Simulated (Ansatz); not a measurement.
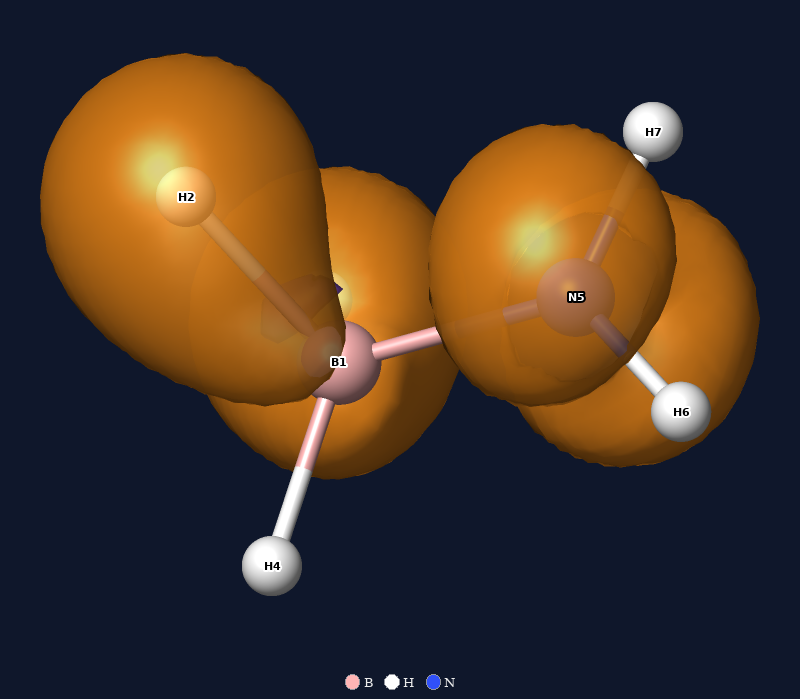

*BH5N (doublet). Isosurfaces of the spin density at +0.03 (orange) and −0.03 e/Å³ (purple), seen at a tilt.*

These are results of UKS BLYP-D4/def2-SVP in Ansatz 0.2.0, not measurements.

```csv
atom,x (Å),y (Å),z (Å)
B,-0.1020,0.0405,0.8051
H,0.0158,1.2813,0.5274
H,1.0384,-0.1142,0.2516
H,-1.0265,-0.5289,0.2556
N,-0.0025,-0.1724,2.2509
H,-0.6515,-0.7550,2.7870
H,0.7283,0.2488,2.8324
```

Question: Where is the unpaired spin?

Answer: The unpaired spin (1 electron) lies mostly on N5 (about 0.4), H2 (about 0.2), H3 (about 0.2) and B1 (about 0.2), in electrons by Hirshfeld's partition.
